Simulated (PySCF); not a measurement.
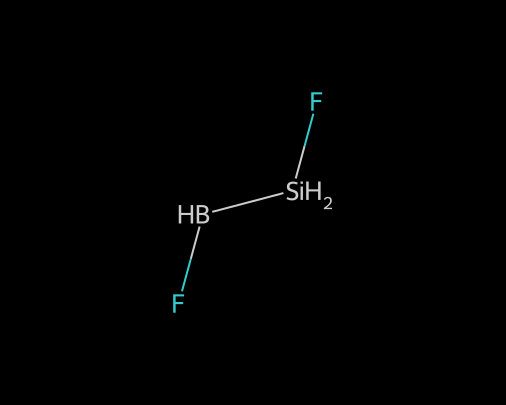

Source: calculation with PySCF.

A structural formula.

Transcribe the drawing into SMILES.

Answer. FB[SiH2]F

Give the formula, hydrogens included.

Answer. BF2H3Si.

An optimisation with PBE0-D4/def2-TZVP gave a structure of which point group?

Answer. Cs. Other conformers may differ.
